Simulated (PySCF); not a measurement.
NMR shielding calculation of C₅H₆F₂

- system: C₅H₆F₂
- method: GIAO PBE0/pcSseg-1 NMR shielding, non-relativistic, gas phase (PySCF 2.14.0)

The geometry comes from this level: GFN2-xTB, MD frame at 250 fs, 300 K. It belongs to a series of runs on one base structure; here: MD frame at 250 fs, 300 K. Figures and captions count atoms from 1; the log counts them from 0 in places.

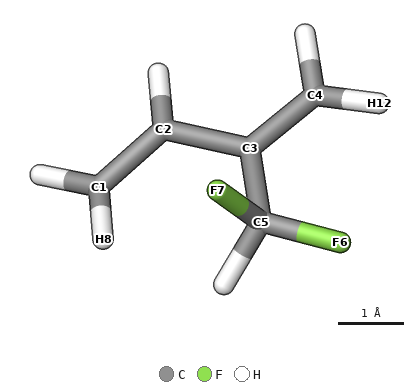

Figure 1. The structure as given in the input (stick view, seen at a tilt; atoms are numbered from 1 in the order of the input). Bond lengths as drawn: C–C 1.34 to 1.49 Å, C–F 1.33 to 1.36 Å and C–H 1.07 to 1.16 Å.

Key numbers:

| quantity | value |
| --- | --- |
| outcome | converged |
| total energy | −393.299341 hartree |
| HOMO | −7.14 eV |
| LUMO | −1.25 eV |
| dipole moment | 1.82 D |
| isotropic shielding, C | 35.1 to 70.6 ppm |
| isotropic shielding, F | 288.0 to 336.0 ppm |
| isotropic shielding, H | 23.8 to 25.8 ppm |
| hardware | 1 CPU thread, shared host |
| wall time | 14 s |
| peak memory | 0.72 GiB |

Input:
```
{"job": {"kind": "nmr", "xc": "PBE0", "basis": "pcSseg-1", "pop": false}, "charge": 0, "multiplicity": 1}
C      1.610300     0.468100     0.390900
C      0.697100    -0.160300     1.147400
C     -0.671900    -0.405200     0.695500
C     -1.429600    -1.277000     1.377600
C     -1.215000     0.390100    -0.439700
F     -2.428300     0.110300    -0.906100
F     -1.265800     1.613500     0.147100
H      1.243300     1.117800    -0.408800
H      2.670600     0.428900     0.677600
H      1.011400    -0.715000     2.004400
H     -1.113600    -1.717400     2.324300
H     -2.521900    -1.357100     1.135700
H     -0.498200     0.560300    -1.336100
```

The first line tells a small driver script what to run in PySCF; the rest is the geometry in Å.

Launch command:
```bash
OMP_NUM_THREADS=1 python <driver script> task.json out
```

What the program printed:
```
coarse grid: 11328 points
cycle   1  E = -393.1583847603  dE =  9.207e-01  |g| = 6.948e-01  |ddm| = 3.217e+00
cycle   2  E = -393.0966164135  dE =  6.177e-02  |g| = 9.646e-01  |ddm| = 1.027e+00
cycle   3  E = -393.2436010850  dE = -1.470e-01  |g| = 7.590e-02  |ddm| = 6.189e-01
cycle   4  E = -393.2446044017  dE = -1.003e-03  |g| = 3.687e-02  |ddm| = 9.627e-02
cycle   5  E = -393.2449000583  dE = -2.957e-04  |g| = 1.416e-02  |ddm| = 3.986e-02
cycle   6  E = -393.2449486438  dE = -4.859e-05  |g| = 2.870e-03  |ddm| = 1.290e-02
cycle   7  E = -393.2449504188  dE = -1.775e-06  |g| = 9.058e-04  |ddm| = 2.915e-03
final grid: 111480 points
cycle   8  E = -393.2993301138  dE = -3.534e-05  |g| = 6.710e-03  |ddm| = 3.173e-02
cycle   9  E = -393.2993258496  dE =  4.264e-06  |g| = 8.460e-03  |ddm| = 1.254e-02
cycle  10  E = -393.2993406885  dE = -1.484e-05  |g| = 1.257e-03  |ddm| = 6.931e-03
cycle  11  E = -393.2993410112  dE = -3.227e-07  |g| = 2.744e-04  |ddm| = 1.050e-03
cycle  12  E = -393.2993410263  dE = -1.505e-08  |g| = 1.441e-04  |ddm| = 3.026e-04
cycle  13  E = -393.2993410307  dE = -4.474e-09  |g| = 1.961e-05  |ddm| = 1.201e-04
cycle  14  E = -393.2993410308  dE = -6.685e-11  |g| = 1.088e-05  |ddm| = 2.450e-05
```

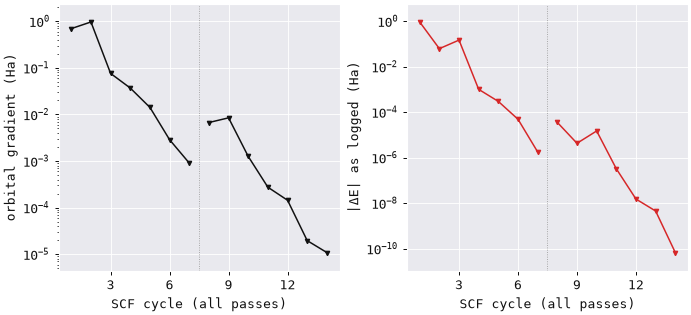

Figure 2. Convergence of the self-consistent field: orbital gradient and size of the energy change against the SCF cycle. The dotted line marks the change from a coarse to the final integration grid. The first 7 cycles use a coarse grid, the final grid takes over at cycle 8, and the field converges after 14 cycles in all.

```
converged SCF energy = -393.2993410308

GIAO shielding tensors (ppm)
atom      isotropic    diamagn.    paramagn.     s11        s22        s33       span
  0 C       58.185     256.239    -198.055    -60.759     67.598    167.715    228.474
  1 C       36.620     254.176    -217.555    -84.702     51.592    142.971    227.672
  2 C       35.119     263.179    -228.060    -86.694     40.738    151.313    238.007
  3 C       61.287     249.990    -188.703    -38.383     61.868    160.377    198.760
  4 C       70.602     240.561    -169.959     53.575     69.738     88.493     34.918
  5 F      336.044     469.851    -133.807    238.004    344.393    425.734    187.729
  6 F      288.000     474.891    -186.891    194.430    311.892    357.679    163.249
  7 H       25.211      31.895      -6.684     22.126     23.452     30.054      7.928
  8 H       25.383      28.680      -3.297     23.009     24.586     28.555      5.546
  9 H       24.972      32.686      -7.714     22.486     23.673     28.758      6.273
 10 H       25.807      29.702      -3.895     23.588     24.933     28.900      5.312
 11 H       25.298      28.245      -2.947     22.930     23.401     29.563      6.633
 12 H       23.810      28.486      -4.676     19.807     24.066     27.556      7.749
```

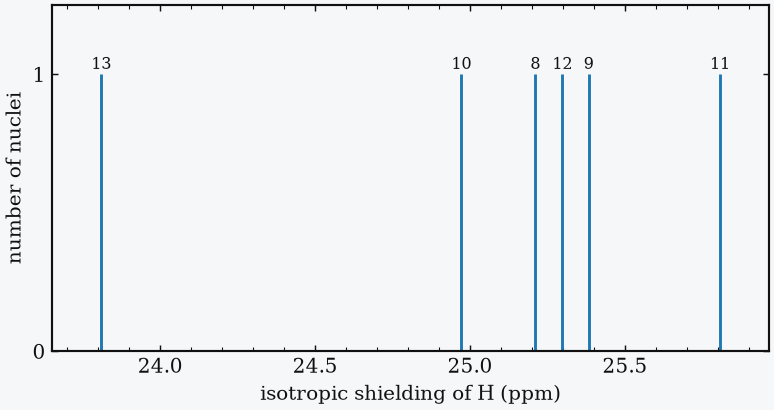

Figure 3. Isotropic shieldings of the hydrogen nuclei in this fixed geometry, labelled by atom number; shielding grows to the right, so chemical shift grows to the left. The least shielded is H13 (23.8 ppm), the most shielded H11 (25.8 ppm).
